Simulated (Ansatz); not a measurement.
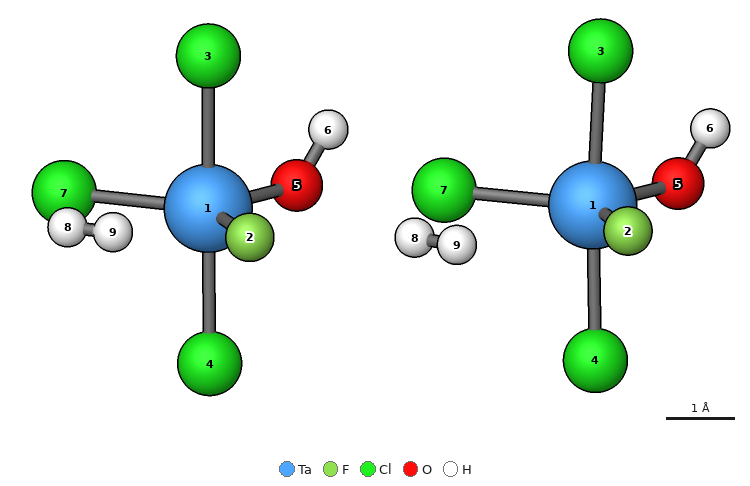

Two geometries of TaH$_{3}$OCl$_{3}$F, drawn at one scale. One is the start of a relaxation, the other its converged end. A ball-and-stick model, seen from a free direction.

All numbers below come from Ansatz, RKS PBE/def2-SVP. Settings: no spin polarisation; force threshold 0.03 eV/Å; at most 50 steps.

**Which one is relaxed?**

The right one is the relaxed one. The run prepares an end point of a later path (reaction) calculation, from a guessed geometry. Over 8 geometry steps the energy falls by 11.8 kJ/mol. The largest force component goes from 1.6 to 0.02 eV/Å. The atom that moves furthest after the best rigid fit is H9 (0.69 Å). Largest moves by element: H 0.69 Å, Cl 0.33 Å, O 0.20 Å, Ta 0.19 Å, F 0.15 Å. Some distances before and after: Ta1–H9 2.803 → 3.652 Å, Ta1–H8 3.002 → 3.704 Å, H8–H9 0.722 → 0.768 Å, Ta1–F2 1.912 → 1.884 Å. Among the angles between lasting bonds that change: F2–Ta1–Cl7 132.0° → 123.8°, F2–Ta1–O5 116.8° → 121.8°, O5–Ta1–Cl7 111.2° → 114.4°. The run took 16 s on 4 threads of AMD EPYC 7R43 64-Core Processor (Zen 3), on a shared host, peak memory 0.21 GiB.
